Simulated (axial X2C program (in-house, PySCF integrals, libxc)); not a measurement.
**Relativistic diatomic calculation for AuAg⁺**

AuAg⁺, single determinant with Ω = 5/2 (not the lowest found). The distance is the PBE0 minimum at charge 1. Computed at this level: expectation values, HF and Kohn-Sham, two-component X2C with atomic mean-field Coulomb and Gaunt terms, Au dyall-cv3z, Ag dyall-cv3z (cores contracted) (axial X2C program (in-house, PySCF integrals, libxc)).

Input file:
```
{"zs": [79, 47], "q": 1, "bas": ["dyall-cv3z", "dyall-cv3z"], "r0": 2.52, "levels": ["PBE0", "HF", "BHandHLYP", "PBE", "B3LYP"], "nst": 2}
```

The line is the task of a batch: nuclear charges, charge, bases, the levels to run, a first guess of the distance and further settings. This report covers the levels named above. The log is that of the reference distance, started from orbitals converged before.

Hardware: 1 thread of Arm Neoverse N1, 98 GiB of memory available, shared host.

The run was one of a batch that the task file lists, launched with:
```bash
python <driver script> task.json out
```

The program's output:
```
two-component X2C + atomic mean field  PBE0
basis functions 328  fitting functions 1511  grid points 5804
iter        total energy     max residual
   1     -24329.665541291     4.03e-05
   2     -24329.665541292     2.62e-05
   3     -24329.665541292     2.78e-06
converged
one-electron -34793.20468760  Coulomb 10274.81611547  exact exchange -127.92099764  xc functional -391.64988967  nuclear repulsion 728.79635910  atomic mean-field constant -20.50244096
```

Expectation values by level of theory:

| quantity | PBE0 | HF | BHandHLYP | PBE | B3LYP |
| --- | --- | --- | --- | --- | --- |
| effective field for an electron dipole moment (GV/cm) | −4.32 | −16.8 | −4.44 | −2.74 | −3.03 |
| field gradient at the first nucleus (a.u.) | −8.19 | −8.60 | −8.33 | −6.81 | −8.06 |
| field gradient at the second nucleus (a.u.) | −0.625 | −1.05 | −0.759 | −0.960 | −0.530 |
| A∥/gI, first nucleus (MHz) | 1040 | 1190 | 983 | 941 | 993 |
| A∥/gI, second nucleus (MHz) | −46.6 | −82.6 | −41.9 | 16.1 | −37.5 |

Each column comes from one determinant, in a basis with contracted cores. The levels disagree widely: the effective field runs from −16.8 to −2.74 GV/cm and A∥/gI at the second nucleus runs from −82.6 to 16.1 MHz. They may not all have settled in the same state, and these values aren't reliable properties of the molecule.

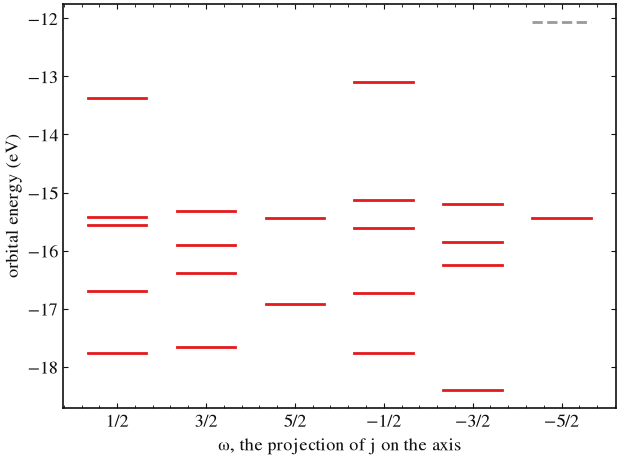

*Orbital energies (PBE0) near the frontier at 2.70 Å, filled (solid) and empty (dashed).*

The highest filled spinor (−1/2; 61 % Au s, 20 % Ag s) lies at −13.10 eV, the lowest empty one (−5/2; 100 % Au d) at −12.06 eV.

Key numbers:

- outcome: converged; the levels of theory disagree widely
- wall time: 26 s
- peak memory: 0.89 GiB
